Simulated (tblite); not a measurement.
## Geometry relaxation, with input and output: C5H6NOPSi (part 2 of 2)

Continued. System: C5H6NOPSi. Method: GFN2-xTB geometry optimisation, gas phase (tblite 0.8.0). 

Geometry of the input (Å):
```
O  -1.7710  2.1969  0.2600
C  -0.6049  2.1376  0.5681
C  0.2631  0.9171  0.3999
P  2.0028  1.1857  0.9839
C  2.6919  -0.4584  0.6221
N  2.0120  -1.4780  0.0568
C  0.7051  -1.3795  -0.2898
C  -0.1745  -0.2909  -0.1537
Si -1.9298  -0.6145  -0.7746
H  -0.1095  3.0089  1.0345
H  3.7319  -0.6638  0.8413
H  0.3476  -2.3268  -0.7183
H  -2.2588  0.2847  -1.9061
H  -2.9015  -0.5143  0.3399
H  -2.0088  -1.9968  -1.2860
```

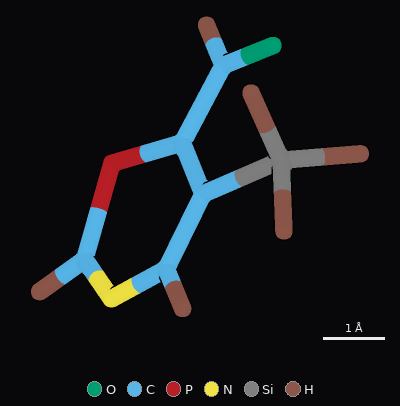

*The geometry at step 27 of the log (stick view, seen at a tilt).*

**Trajectory as extended XYZ, continued**
```
15
Properties=species:S:1:pos:R:3:forces:R:3 step=16 energy=-678.87402
O    -1.7677    1.8969    0.1576    0.0580  -0.1180  -0.0200
C    -0.6112    1.9590    0.5127   -0.0970   0.0550  -0.0240
C     0.3287    0.8610    0.3947    0.0630   0.0670   0.0540
P     1.9595    1.1610    0.9703    0.0450  -0.1170  -0.0200
C     2.6152   -0.4250    0.6054    0.0710   0.0930   0.0240
N     2.0053   -1.4475    0.0666   -0.0450   0.1030   0.0340
C     0.7321   -1.4076   -0.2870   -0.0580   0.0010  -0.0090
C    -0.1371   -0.3302   -0.1573    0.1050   0.0960   0.0540
Si   -1.9491   -0.4392   -0.7186    0.0260   0.0190   0.0160
H    -0.2015    2.8835    0.9561   -0.0160   0.0230   0.0060
H     3.6651   -0.5858    0.8493   -0.1030  -0.0410  -0.0350
H     0.3561   -2.3243   -0.7174    0.0230  -0.1060  -0.0350
H    -2.2025    0.4227   -1.8689    0.0210  -0.0110   0.0630
H    -2.8575   -0.3873    0.4223    0.0430   0.0260  -0.0370
H    -1.9398   -1.8292   -1.2077   -0.1350  -0.0890  -0.0700
15
Properties=species:S:1:pos:R:3:forces:R:3 step=17 energy=-678.87755
O    -1.7703    1.8860    0.1537    0.0780  -0.0300   0.0050
C    -0.6151    1.9613    0.5107   -0.0380  -0.0060   0.0070
C     0.3290    0.8652    0.3973    0.0620   0.0050   0.0100
P     1.9607    1.1600    0.9709    0.0660  -0.0970  -0.0130
C     2.6160   -0.4260    0.6031    0.0610   0.0930   0.0480
N     2.0057   -1.4493    0.0668   -0.0360   0.1210   0.0350
C     0.7324   -1.4076   -0.2860   -0.0510   0.0000  -0.0190
C    -0.1341   -0.3276   -0.1563    0.0630   0.0630   0.0410
Si   -1.9470   -0.4392   -0.7179    0.0560   0.0420   0.0320
H    -0.2059    2.8871    0.9564   -0.0790  -0.0090  -0.0330
H     3.6645   -0.5900    0.8483   -0.0830  -0.0230  -0.0320
H     0.3621   -2.3270   -0.7171   -0.0160  -0.0650  -0.0270
H    -2.2009    0.4247   -1.8642    0.0160   0.0050   0.0250
H    -2.8546   -0.3830    0.4213    0.0210   0.0150  -0.0070
H    -1.9470   -1.8267   -1.2088   -0.1170  -0.1140  -0.0740
15
Properties=species:S:1:pos:R:3:forces:R:3 step=19 energy=-678.88161
O    -1.7717    1.8704    0.1482    0.0340   0.0360   0.0100
C    -0.6194    1.9611    0.5088    0.0750  -0.0650   0.0340
C     0.3325    0.8695    0.4004    0.0430  -0.0380  -0.0200
P     1.9656    1.1569    0.9720    0.0480   0.0710   0.0340
C     2.6182   -0.4242    0.6022   -0.0200   0.0090   0.0220
N     2.0045   -1.4465    0.0681   -0.0140   0.0310   0.0000
C     0.7319   -1.4081   -0.2857    0.0000   0.0080  -0.0100
C    -0.1288   -0.3234   -0.1540   -0.0270  -0.0220  -0.0070
Si   -1.9417   -0.4363   -0.7153    0.0350  -0.0220   0.0020
H    -0.2176    2.8902    0.9540   -0.1000  -0.0090  -0.0420
H     3.6624   -0.5958    0.8462    0.0210  -0.0120  -0.0060
H     0.3682   -2.3326   -0.7177   -0.0350   0.0350   0.0090
H    -2.1977    0.4294   -1.8579    0.0150   0.0130  -0.0130
H    -2.8501   -0.3759    0.4214    0.0040  -0.0010   0.0220
H    -1.9606   -1.8267   -1.2127   -0.0790  -0.0340  -0.0340
15
Properties=species:S:1:pos:R:3:forces:R:3 step=20 energy=-678.88289
O    -1.7710    1.8657    0.1466    0.0090   0.0200   0.0030
C    -0.6196    1.9588    0.5088    0.0790  -0.0550   0.0220
C     0.3351    0.8696    0.4008    0.0310  -0.0280  -0.0100
P     1.9685    1.1570    0.9730    0.0210   0.1100   0.0390
C     2.6189   -0.4231    0.6029   -0.0350  -0.0210   0.0060
N     2.0039   -1.4445    0.0687    0.0030  -0.0110  -0.0110
C     0.7317   -1.4083   -0.2860    0.0180   0.0090  -0.0020
C    -0.1273   -0.3227   -0.1533   -0.0370  -0.0380  -0.0190
Si   -1.9392   -0.4350   -0.7141   -0.0090  -0.0490  -0.0200
H    -0.2251    2.8906    0.9516   -0.0620   0.0060  -0.0210
H     3.6620   -0.5978    0.8454    0.0490  -0.0080   0.0030
H     0.3691   -2.3339   -0.7179   -0.0330   0.0550   0.0160
H    -2.1960    0.4319   -1.8561    0.0190   0.0050  -0.0130
H    -2.8484   -0.3731    0.4224    0.0090  -0.0070   0.0190
H    -1.9670   -1.8272   -1.2147   -0.0620   0.0130  -0.0130
15
Properties=species:S:1:pos:R:3:forces:R:3 step=21 energy=-678.88393
O    -1.7697    1.8621    0.1454   -0.0030  -0.0090  -0.0030
C    -0.6187    1.9559    0.5091    0.0490  -0.0250   0.0020
C     0.3380    0.8690    0.4009    0.0150  -0.0140   0.0030
P     1.9712    1.1587    0.9743   -0.0040   0.0890   0.0250
C     2.6192   -0.4222    0.6038   -0.0250  -0.0270   0.0000
N     2.0035   -1.4428    0.0690    0.0220  -0.0270  -0.0100
C     0.7317   -1.4082   -0.2863    0.0250   0.0060   0.0020
C    -0.1264   -0.3228   -0.1529   -0.0270  -0.0300  -0.0170
Si   -1.9375   -0.4348   -0.7135   -0.0470  -0.0510  -0.0320
H    -0.2326    2.8911    0.9492   -0.0140   0.0160   0.0030
H     3.6623   -0.5997    0.8446    0.0480  -0.0020   0.0080
H     0.3692   -2.3339   -0.7177   -0.0300   0.0530   0.0140
H    -2.1942    0.4341   -1.8548    0.0230  -0.0040  -0.0090
H    -2.8467   -0.3710    0.4236    0.0150  -0.0130   0.0130
H    -1.9737   -1.8276   -1.2167   -0.0470   0.0380   0.0010
15
Properties=species:S:1:pos:R:3:forces:R:3 step=22 energy=-678.88454
O    -1.7685    1.8600    0.1448   -0.0010  -0.0280  -0.0050
C    -0.6174    1.9539    0.5094    0.0090   0.0040  -0.0120
C     0.3401    0.8684    0.4011    0.0000  -0.0020   0.0090
P     1.9728    1.1611    0.9755   -0.0150   0.0300   0.0020
C     2.6192   -0.4219    0.6045    0.0000  -0.0120   0.0050
N     2.0036   -1.4422    0.0691    0.0260  -0.0180  -0.0040
C     0.7320   -1.4078   -0.2865    0.0220   0.0060   0.0050
C    -0.1263   -0.3231   -0.1529   -0.0090  -0.0140  -0.0080
Si   -1.9373   -0.4357   -0.7137   -0.0530  -0.0290  -0.0250
H    -0.2372    2.8918    0.9479    0.0190   0.0140   0.0150
H     3.6631   -0.6009    0.8442    0.0270   0.0060   0.0070
H     0.3687   -2.3329   -0.7173   -0.0280   0.0340   0.0060
H    -2.1927    0.4350   -1.8542    0.0230  -0.0090  -0.0090
H    -2.8455   -0.3701    0.4244    0.0160  -0.0160   0.0100
H    -1.9789   -1.8276   -1.2181   -0.0370   0.0330   0.0020
15
Properties=species:S:1:pos:R:3:forces:R:3 step=23 energy=-678.88485
O    -1.7677    1.8590    0.1446    0.0040  -0.0290  -0.0040
C    -0.6166    1.9534    0.5094   -0.0140   0.0160  -0.0140
C     0.3410    0.8681    0.4013   -0.0110   0.0010   0.0060
P     1.9732    1.1628    0.9761   -0.0140  -0.0180  -0.0120
C     2.6192   -0.4219    0.6049    0.0190   0.0030   0.0100
N     2.0041   -1.4422    0.0691    0.0220  -0.0010   0.0030
C     0.7324   -1.4074   -0.2864    0.0130   0.0050   0.0050
C    -0.1265   -0.3234   -0.1530    0.0020   0.0010   0.0000
Si   -1.9381   -0.4370   -0.7144   -0.0340  -0.0020  -0.0100
H    -0.2387    2.8925    0.9477    0.0280   0.0050   0.0150
H     3.6638   -0.6014    0.8441    0.0090   0.0130   0.0060
H     0.3678   -2.3316   -0.7170   -0.0240   0.0180   0.0000
H    -2.1917    0.4350   -1.8541    0.0210  -0.0080  -0.0120
H    -2.8446   -0.3703    0.4247    0.0120  -0.0170   0.0120
H    -1.9821   -1.8273   -1.2189   -0.0330   0.0140  -0.0040
15
Properties=species:S:1:pos:R:3:forces:R:3 step=24 energy=-678.88506
O    -1.7673    1.8580    0.1445    0.0050  -0.0200  -0.0030
C    -0.6161    1.9534    0.5093   -0.0210   0.0150  -0.0100
C     0.3413    0.8680    0.4016   -0.0160   0.0020   0.0000
P     1.9733    1.1635    0.9763   -0.0090  -0.0420  -0.0170
C     2.6195   -0.4219    0.6053    0.0250   0.0100   0.0110
N     2.0048   -1.4422    0.0691    0.0110   0.0090   0.0060
C     0.7329   -1.4070   -0.2863    0.0050   0.0060   0.0040
C    -0.1266   -0.3236   -0.1531    0.0050   0.0070   0.0040
Si   -1.9392   -0.4381   -0.7150   -0.0070   0.0190   0.0050
H    -0.2388    2.8930    0.9480    0.0250  -0.0050   0.0080
H     3.6644   -0.6015    0.8441    0.0000   0.0160   0.0060
H     0.3668   -2.3304   -0.7168   -0.0170   0.0070  -0.0030
H    -2.1907    0.4346   -1.8544    0.0170  -0.0050  -0.0160
H    -2.8439   -0.3709    0.4251    0.0070  -0.0160   0.0150
H    -1.9848   -1.8270   -1.2196   -0.0300  -0.0030  -0.0090
15
Properties=species:S:1:pos:R:3:forces:R:3 step=26 energy=-678.88546
O    -1.7668    1.8548    0.1438   -0.0070   0.0120  -0.0010
C    -0.6160    1.9538    0.5086   -0.0090  -0.0030   0.0050
C     0.3410    0.8679    0.4019   -0.0100   0.0030  -0.0090
P     1.9731    1.1631    0.9759    0.0010  -0.0250  -0.0050
C     2.6211   -0.4216    0.6065    0.0080   0.0000  -0.0050
N     2.0066   -1.4418    0.0694   -0.0120   0.0060   0.0010
C     0.7342   -1.4061   -0.2858   -0.0100   0.0030   0.0020
C    -0.1269   -0.3237   -0.1531    0.0000   0.0070   0.0050
Si   -1.9410   -0.4386   -0.7157    0.0340   0.0270   0.0190
H    -0.2383    2.8936    0.9485    0.0060  -0.0190  -0.0080
H     3.6662   -0.6006    0.8447    0.0010   0.0160   0.0080
H     0.3642   -2.3278   -0.7165    0.0080  -0.0030  -0.0020
H    -2.1876    0.4341   -1.8559    0.0110   0.0000  -0.0180
H    -2.8421   -0.3728    0.4271    0.0000  -0.0130   0.0160
H    -1.9920   -1.8264   -1.2213   -0.0210  -0.0110  -0.0100
15
Properties=species:S:1:pos:R:3:forces:R:3 step=27 energy=-678.88559
O    -1.7668    1.8535    0.1434   -0.0120   0.0210   0.0000
C    -0.6162    1.9537    0.5083   -0.0010  -0.0100   0.0070
C     0.3407    0.8679    0.4019   -0.0010   0.0040  -0.0070
P     1.9730    1.1623    0.9756    0.0020  -0.0010   0.0040
C     2.6220   -0.4215    0.6068   -0.0050  -0.0080  -0.0120
N     2.0070   -1.4415    0.0696   -0.0140  -0.0030  -0.0020
C     0.7346   -1.4057   -0.2856   -0.0110   0.0000   0.0010
C    -0.1269   -0.3236   -0.1530   -0.0020   0.0030   0.0030
Si   -1.9410   -0.4378   -0.7155    0.0270   0.0140   0.0130
H    -0.2384    2.8932    0.9484    0.0000  -0.0170  -0.0100
H     3.6670   -0.5999    0.8452    0.0030   0.0120   0.0080
H     0.3633   -2.3270   -0.7165    0.0170  -0.0050   0.0000
H    -2.1860    0.4342   -1.8569    0.0110  -0.0020  -0.0120
H    -2.8413   -0.3735    0.4285    0.0030  -0.0100   0.0110
H    -1.9953   -1.8262   -1.2221   -0.0150   0.0010  -0.0040
15
Properties=species:S:1:pos:R:3:forces:R:3 step=28 energy=-678.88568
O    -1.7671    1.8529    0.1431   -0.0130   0.0210   0.0010
C    -0.6166    1.9533    0.5082    0.0030  -0.0100   0.0050
C     0.3405    0.8679    0.4017    0.0050   0.0040  -0.0030
P     1.9730    1.1617    0.9754    0.0020   0.0150   0.0080
C     2.6225   -0.4216    0.6069   -0.0120  -0.0090  -0.0130
N     2.0071   -1.4413    0.0696   -0.0100  -0.0090  -0.0040
C     0.7346   -1.4055   -0.2855   -0.0070  -0.0030   0.0010
C    -0.1268   -0.3236   -0.1529   -0.0020  -0.0010   0.0000
Si   -1.9406   -0.4370   -0.7150    0.0090   0.0010   0.0030
H    -0.2385    2.8926    0.9481   -0.0020  -0.0110  -0.0070
H     3.6675   -0.5991    0.8456    0.0010   0.0080   0.0050
H     0.3631   -2.3266   -0.7164    0.0180  -0.0070   0.0000
H    -2.1847    0.4343   -1.8577    0.0120  -0.0040  -0.0050
H    -2.8408   -0.3741    0.4296    0.0070  -0.0080   0.0060
H    -1.9976   -1.8258   -1.2226   -0.0100   0.0140   0.0020
15
Properties=species:S:1:pos:R:3:forces:R:3 step=29 energy=-678.88575
O    -1.7674    1.8528    0.1429   -0.0090   0.0160   0.0020
C    -0.6169    1.9529    0.5082    0.0020  -0.0060   0.0020
C     0.3405    0.8679    0.4015    0.0060   0.0020   0.0010
P     1.9730    1.1614    0.9754    0.0010   0.0180   0.0080
C     2.6226   -0.4217    0.6066   -0.0130  -0.0040  -0.0090
N     2.0069   -1.4414    0.0696   -0.0020  -0.0090  -0.0030
C     0.7345   -1.4055   -0.2854   -0.0020  -0.0060   0.0000
C    -0.1268   -0.3235   -0.1528    0.0000  -0.0030  -0.0020
Si   -1.9401   -0.4362   -0.7146   -0.0080  -0.0070  -0.0040
H    -0.2386    2.8918    0.9478   -0.0010  -0.0030  -0.0030
H     3.6678   -0.5984    0.8460   -0.0040   0.0030   0.0010
H     0.3633   -2.3265   -0.7165    0.0150  -0.0090   0.0000
H    -2.1836    0.4343   -1.8584    0.0120  -0.0060   0.0010
H    -2.8402   -0.3747    0.4306    0.0100  -0.0060   0.0010
H    -1.9994   -1.8253   -1.2229   -0.0060   0.0200   0.0060
15
Properties=species:S:1:pos:R:3:forces:R:3 step=30 energy=-678.88580
O    -1.7678    1.8532    0.1428   -0.0030   0.0090   0.0030
C    -0.6172    1.9524    0.5082    0.0000   0.0010  -0.0020
C     0.3406    0.8680    0.4013    0.0030  -0.0020   0.0030
P     1.9730    1.1615    0.9756   -0.0010   0.0110   0.0040
C     2.6225   -0.4219    0.6062   -0.0090   0.0030  -0.0020
N     2.0067   -1.4416    0.0695    0.0040  -0.0050  -0.0010
C     0.7342   -1.4055   -0.2853    0.0030  -0.0080  -0.0010
C    -0.1268   -0.3235   -0.1527    0.0020  -0.0050  -0.0030
Si   -1.9398   -0.4358   -0.7143   -0.0170  -0.0080  -0.0070
H    -0.2385    2.8912    0.9475    0.0000   0.0040   0.0020
H     3.6679   -0.5977    0.8463   -0.0100  -0.0010  -0.0030
H     0.3638   -2.3266   -0.7165    0.0080  -0.0110  -0.0020
H    -2.1824    0.4342   -1.8589    0.0120  -0.0050   0.0040
H    -2.8396   -0.3754    0.4313    0.0110  -0.0030   0.0000
H    -2.0010   -1.8245   -1.2230   -0.0030   0.0180   0.0060
15
Properties=species:S:1:pos:R:3:forces:R:3 step=31 energy=-678.88585
O    -1.7681    1.8537    0.1428    0.0020   0.0030   0.0040
C    -0.6174    1.9522    0.5082   -0.0010   0.0060  -0.0040
C     0.3406    0.8680    0.4013   -0.0020  -0.0050   0.0030
P     1.9729    1.1618    0.9758   -0.0030   0.0020  -0.0020
C     2.6223   -0.4219    0.6059   -0.0040   0.0100   0.0040
N     2.0066   -1.4419    0.0695    0.0070   0.0020   0.0020
C     0.7341   -1.4056   -0.2852    0.0060  -0.0080  -0.0030
C    -0.1268   -0.3235   -0.1527    0.0020  -0.0060  -0.0030
Si   -1.9399   -0.4356   -0.7143   -0.0150  -0.0040  -0.0060
H    -0.2384    2.8907    0.9473    0.0010   0.0080   0.0040
H     3.6677   -0.5971    0.8466   -0.0130  -0.0040  -0.0060
H     0.3643   -2.3269   -0.7165    0.0030  -0.0120  -0.0020
H    -2.1812    0.4339   -1.8594    0.0100  -0.0020   0.0030
H    -2.8388   -0.3760    0.4320    0.0090  -0.0010   0.0010
H    -2.0025   -1.8237   -1.2231   -0.0010   0.0100   0.0030
15
Properties=species:S:1:pos:R:3:forces:R:3 step=33 energy=-678.88591
O    -1.7684    1.8543    0.1430    0.0050  -0.0010   0.0020
C    -0.6176    1.9521    0.5081    0.0010   0.0060  -0.0010
C     0.3405    0.8678    0.4013   -0.0090  -0.0060  -0.0010
P     1.9727    1.1622    0.9759   -0.0080  -0.0040  -0.0060
C     2.6217   -0.4215    0.6057    0.0000   0.0080   0.0070
N     2.0068   -1.4420    0.0695    0.0020   0.0080   0.0020
C     0.7343   -1.4062   -0.2853    0.0030  -0.0040  -0.0030
C    -0.1267   -0.3239   -0.1529   -0.0010  -0.0060  -0.0020
Si   -1.9404   -0.4354   -0.7143    0.0040   0.0050   0.0030
H    -0.2382    2.8905    0.9473    0.0010   0.0070   0.0040
H     3.6669   -0.5966    0.8466   -0.0060  -0.0040  -0.0040
H     0.3651   -2.3278   -0.7167    0.0010  -0.0070  -0.0010
H    -2.1790    0.4335   -1.8598    0.0050   0.0060  -0.0020
H    -2.8373   -0.3770    0.4330    0.0020   0.0030   0.0070
H    -2.0047   -1.8222   -1.2232    0.0000  -0.0090  -0.0030
15
Properties=species:S:1:pos:R:3:forces:R:3 step=34 energy=-678.88593
O    -1.7685    1.8545    0.1431    0.0030  -0.0010   0.0010
C    -0.6176    1.9522    0.5080    0.0020   0.0030   0.0020
C     0.3403    0.8675    0.4013   -0.0080  -0.0040  -0.0030
P     1.9724    1.1624    0.9758   -0.0090  -0.0010  -0.0040
C     2.6214   -0.4211    0.6058   -0.0010   0.0020   0.0040
N     2.0069   -1.4418    0.0695   -0.0020   0.0050   0.0000
C     0.7344   -1.4066   -0.2854    0.0000  -0.0010  -0.0030
C    -0.1267   -0.3243   -0.1530   -0.0020  -0.0040  -0.0010
Si   -1.9407   -0.4352   -0.7143    0.0100   0.0040   0.0040
H    -0.2382    2.8907    0.9473    0.0010   0.0030   0.0020
H     3.6665   -0.5965    0.8464    0.0010  -0.0020  -0.0020
H     0.3655   -2.3284   -0.7168    0.0020  -0.0030   0.0000
H    -2.1780    0.4335   -1.8601    0.0030   0.0080  -0.0030
H    -2.8366   -0.3772    0.4336    0.0000   0.0040   0.0080
H    -2.0056   -1.8217   -1.2232    0.0000  -0.0120  -0.0040
15
Properties=species:S:1:pos:R:3:forces:R:3 step=35 energy=-678.88595
O    -1.7685    1.8546    0.1431    0.0000   0.0000  -0.0010
C    -0.6176    1.9523    0.5079    0.0020  -0.0010   0.0030
C     0.3399    0.8672    0.4013   -0.0050  -0.0010  -0.0030
P     1.9720    1.1625    0.9757   -0.0080   0.0020  -0.0020
C     2.6212   -0.4207    0.6060   -0.0010  -0.0030   0.0000
N     2.0070   -1.4416    0.0696   -0.0040   0.0010  -0.0010
C     0.7346   -1.4069   -0.2856   -0.0030   0.0020  -0.0020
C    -0.1267   -0.3247   -0.1532   -0.0040  -0.0020   0.0000
Si   -1.9407   -0.4350   -0.7142    0.0090   0.0000   0.0020
H    -0.2382    2.8908    0.9474    0.0020   0.0000   0.0000
H     3.6661   -0.5964    0.8463    0.0060   0.0000   0.0010
H     0.3658   -2.3289   -0.7168    0.0030   0.0000   0.0010
H    -2.1771    0.4337   -1.8603    0.0020   0.0070  -0.0020
H    -2.8361   -0.3772    0.4343    0.0000   0.0050   0.0060
H    -2.0062   -1.8215   -1.2233    0.0000  -0.0100  -0.0030
15
Properties=species:S:1:pos:R:3:forces:R:3 step=36 energy=-678.88596
O    -1.7685    1.8546    0.1432   -0.0020   0.0010  -0.0010
C    -0.6175    1.9523    0.5079    0.0010  -0.0030   0.0020
C     0.3396    0.8670    0.4012   -0.0010   0.0010  -0.0020
P     1.9716    1.1626    0.9756   -0.0040   0.0030   0.0000
C     2.6211   -0.4206    0.6061   -0.0010  -0.0040  -0.0010
N     2.0070   -1.4415    0.0696   -0.0030  -0.0010  -0.0010
C     0.7346   -1.4071   -0.2857   -0.0030   0.0020   0.0000
C    -0.1268   -0.3250   -0.1533   -0.0030  -0.0010   0.0000
Si   -1.9406   -0.4348   -0.7141    0.0020  -0.0040  -0.0010
H    -0.2382    2.8909    0.9475    0.0020  -0.0020  -0.0010
H     3.6660   -0.5964    0.8462    0.0050   0.0010   0.0010
H     0.3661   -2.3293   -0.7169    0.0030   0.0020   0.0010
H    -2.1765    0.4340   -1.8604    0.0020   0.0050   0.0010
H    -2.8358   -0.3772    0.4347    0.0010   0.0050   0.0030
H    -2.0065   -1.8216   -1.2234    0.0000  -0.0060  -0.0020
```

**Key numbers**

```tsv
quantity	value
outcome	converged
total energy	−678.8860 eV
hardware	1 CPU thread, shared host
peak memory	0.18 GiB
```
